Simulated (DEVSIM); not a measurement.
Structure: Al/SiO2/p-Si capacitor, at 300 K.

```
layer (left to right)  material  thickness (nm)  Na (cm⁻³)
---------------------  --------  --------------  ---------
1                          SiO2            2.50          -
2                            Si            5800     9.7e15
```

Metal gate on the left, work function 4.1 eV. Fixed charge at the semiconductor interface 4.5e11 cm⁻² (in units of +e); no interface traps.

This is a model device: material constants are rounded textbook-type values typed into the input, and sizes, dopings and lifetimes were drawn at random. Values at 300 K.

```
parameter      SiO2       Si
-------------  ----  -------
gap (eV)          9    1.124
affinity (eV)   0.9     4.05
permittivity    3.9     11.7
Nc (cm⁻³)         -  2.86e19
Nv (cm⁻³)         -   3.1e19
```

Simulated with DEVSIM: 1D Poisson equation in equilibrium, Boltzmann statistics, complete ionisation; no quantum confinement or tunnelling. Metal contacts follow the ideal Schottky-Mott rule: no Fermi-level pinning, no interface dipoles.

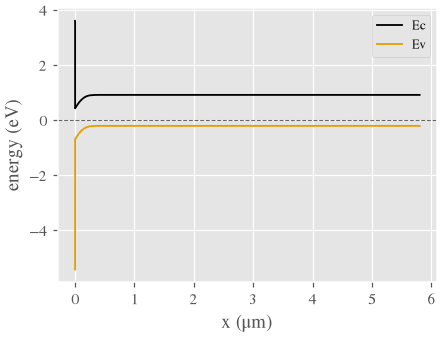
Band edges at -0.4 V on the gate

Energies count from the Fermi level of the right contact; mesh points crowd at the junctions.

```csv
x (μm),Ec (eV),Ev (eV),n (cm⁻³),p (cm⁻³),field (V/cm)
0.000,3.600,-5.400,< 1e2,< 1e2,-97000
0.0009341,3.591,-5.409,< 1e2,< 1e2,-97000
0.001869,3.582,-5.418,< 1e2,< 1e2,-97000
0.002762,0.427,-0.697,1.9e12,6.0e7,37000
0.005406,0.437,-0.687,1.3e12,8.8e7,37000
0.01020,0.454,-0.670,6.7e11,1.7e8,36000
0.02002,0.489,-0.635,1.7e11,6.6e8,35000
0.05476,0.600,-0.524,2.4e9,4.9e10,29000
0.1139,0.748,-0.376,7700000,1.5e13,21000
0.2468,0.898,-0.226,23000,5.0e15,3700
0.5365,0.915,-0.209,12000,9.7e15,≈ 0
1.480,0.915,-0.209,12000,9.7e15,≈ 0
3.183,0.915,-0.209,12000,9.7e15,≈ 0
4.602,0.915,-0.209,12000,9.7e15,≈ 0
5.369,0.915,-0.209,12000,9.7e15,≈ 0
5.604,0.915,-0.209,12000,9.7e15,≈ 0
5.712,0.915,-0.209,12000,9.7e15,≈ 0
5.762,0.915,-0.209,12000,9.7e15,≈ 0
5.788,0.915,-0.209,12000,9.7e15,≈ 0
5.797,0.915,-0.209,12000,9.7e15,≈ 0
5.801,0.915,-0.209,12000,9.7e15,≈ 0
5.803,0.915,-0.209,12000,9.7e15,≈ 0
```
